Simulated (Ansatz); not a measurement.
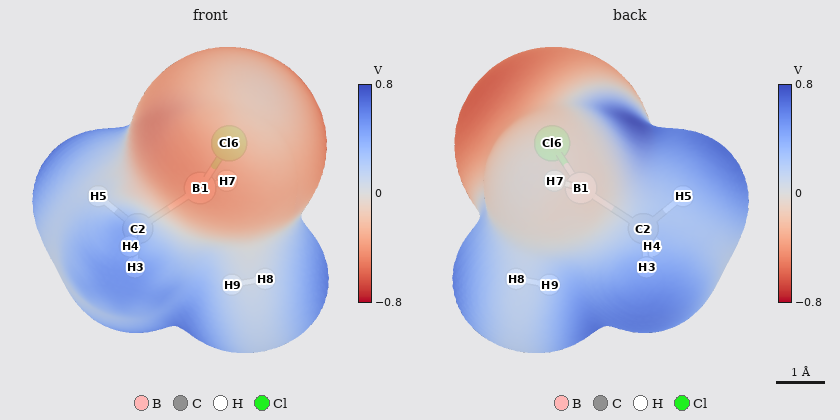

*CH4BCl···H2. The molecular electrostatic potential painted on the density surface at 0.001 e/bohr³, seen from the front and from behind; red is negative and blue positive.*

Not at a stationary point (largest force 1.8 eV/Å).

The calculation used RKS PBE0/def2-SVP (Ansatz 0.2.0).

```csv
atom,x (Å),y (Å),z (Å)
B,0.0500,0.1419,0.2855
C,0.0694,0.2084,1.8653
H,-0.8666,-0.1471,2.3207
H,0.9317,-0.2963,2.3236
H,0.1566,1.2818,2.1240
Cl,1.5580,0.0790,-0.6204
H,-0.9575,0.2616,-0.3655
H,-0.3490,-2.2172,0.3238
H,-0.3626,-1.8841,0.9608
```

> Which sites attract a positive test charge, and which a negative one?

A positive charge is drawn to the negative regions and a negative charge to the positive ones. The most negative region (about −0.6 V) lies over Cl6, the most positive (about +0.7 V) over B1.
